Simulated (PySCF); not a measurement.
# BeS: bond curves at several levels of theory

One job finds the state of BeS, follows it along the bond with each method and fits the curves.

The runs use PySCF 2.14.0; Be 6-311G(d,p), S 6-311G(d,p), no relativity.

## (1) The job

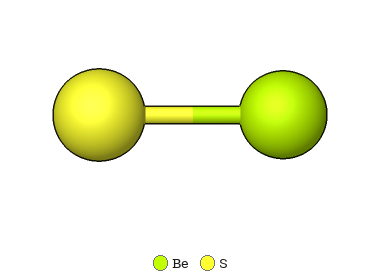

The two atoms at the starting distance (beryllium green, sulfur yellow).

A driver script around PySCF takes these settings:

- atoms: Be, S
- charge: 0
- basis: Be 6-311G(d,p), S 6-311G(d,p)
- Hamiltonian: no relativity
- basis functions: 44
- electrons treated: 20
- masses in u: 9.0122, 31.9721
- levels: PBE0, PBE, r²SCAN, BP86, PW91, TPSSh, CAM-B3LYP, HF, MP2, SCS-MP2, CCSD, CCSD(T)
- grid: 80 radial by 434 angular points
- occupations: held fixed by the projection of orbital angular momentum
- dissociation limit: Be + S, each in its ground configuration
- starting distance in angstrom: 1.945
- values of 2S to try: 0, 2

The run is started by

```sh
$ OMP_NUM_THREADS=1 python dia.py task.json out
```

After this run come: PBE0 along the bond; Higher solutions at PBE0; PBE (GGA); r²SCAN (meta-GGA); BP86 (GGA); PW91 (GGA); TPSSh (hybrid meta-GGA); CAM-B3LYP; RHF (mean field); MP2 and coupled cluster.

**Question.** What will these runs give? Wanted: for each run, Re; ωe; De; μ.

**Answer**, as computed:

Lowest PBE0 solution found, without spin–orbit coupling: ¹Σ⁺ (singlet), closed shell. State 2 has its PBE0 minimum 0.67 eV higher. State 3 has its PBE0 minimum 0.71 eV higher, as a spin-mixed determinant (⟨S²⟩ = 1.01), so this is no gap between pure states. The other levels ran on the lowest alone.

```
      level  Re (Å)  ωe (cm⁻¹)  De (eV)  μ (D)
        RHF   1.729       1066     1.69  -6.57
    RHF-MP2   1.751       1009     3.24    n/a
RHF-SCS-MP2   1.751       1006     3.00    n/a
   RHF-CCSD   1.746       1018     2.63    n/a
RHF-CCSD(T)   1.758        986     2.86    n/a
        PBE   1.756        986     3.78  -5.14
       PW91   1.754        986     3.80  -5.14
       BP86   1.758        980     3.73  -5.18
     r²SCAN   1.747       1016     3.73  -5.55
      TPSSh   1.746       1007     3.47  -5.48
       PBE0   1.740       1026     3.51  -5.61
  CAM-B3LYP   1.729       1043     3.32  -5.75
```

De is counted to Be + S in their ground configurations. A positive dipole means Be(−)S(+).

In words: The methods spread over 0.029 Å in bond length, from RHF to RHF-CCSD(T). Of the levels with a De here, RHF gives the least (1.69 eV) and PW91 the most (3.80 eV).

Correlated steps freeze 5 core orbitals. T1 is 0.030 near the minimum (highest on the curve 0.041), which may point to more than one leading configuration.
